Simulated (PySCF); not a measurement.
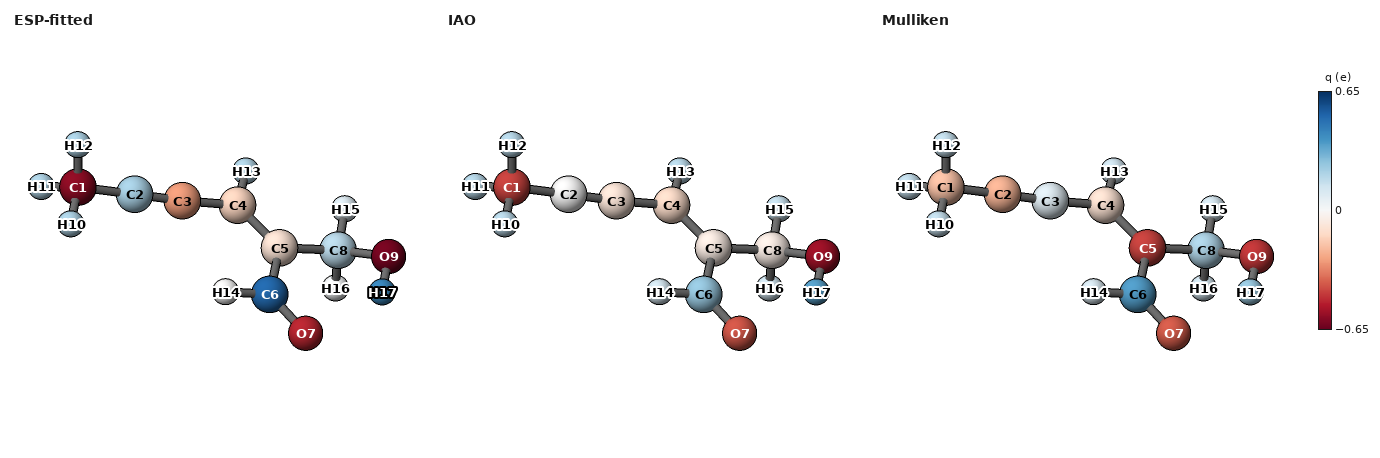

Atomic charges of one calculation by 3 schemes, on one colour scale. The computed structure is the end point of a GFN2-xTB optimisation. No frequency run is at hand to confirm it as a minimum. Method: PBE0/pcSseg-1 (PySCF 2.14.0).

Question: Which scheme gives the most polar picture (largest mean size of the charges)?

Answer: The ESP-fitted charges are the largest in size here, and the IAO charges the smallest.

Question: On which atom do the schemes disagree most?

Answer: On C2 (from −0.22 to 0.21 e).

List the charges (e), one line for each set of equivalent atoms.

| atom | ESP-fitted | IAO | Mulliken |
| --- | --- | --- | --- |
| C1 | −0.58 | −0.44 | −0.19 |
| C2 | 0.21 | 0.00 | −0.22 |
| C3 | −0.27 | −0.08 | 0.08 |
| C4 | −0.14 | −0.12 | −0.10 |
| C5 | −0.10 | −0.05 | −0.44 |
| C6 | 0.51 | 0.24 | 0.36 |
| O7 | −0.49 | −0.40 | −0.39 |
| C8 | 0.17 | −0.05 | 0.20 |
| O9 | −0.62 | −0.55 | −0.46 |
| H10 | 0.20 | 0.18 | 0.15 |
| H11 | 0.19 | 0.18 | 0.16 |
| H12 | 0.20 | 0.18 | 0.16 |
| H13 | 0.19 | 0.18 | 0.12 |
| H14 | 0.00 | 0.12 | 0.10 |
| H15 | 0.08 | 0.15 | 0.11 |
| H16 | 0.01 | 0.13 | 0.12 |
| H17 | 0.42 | 0.35 | 0.24 |
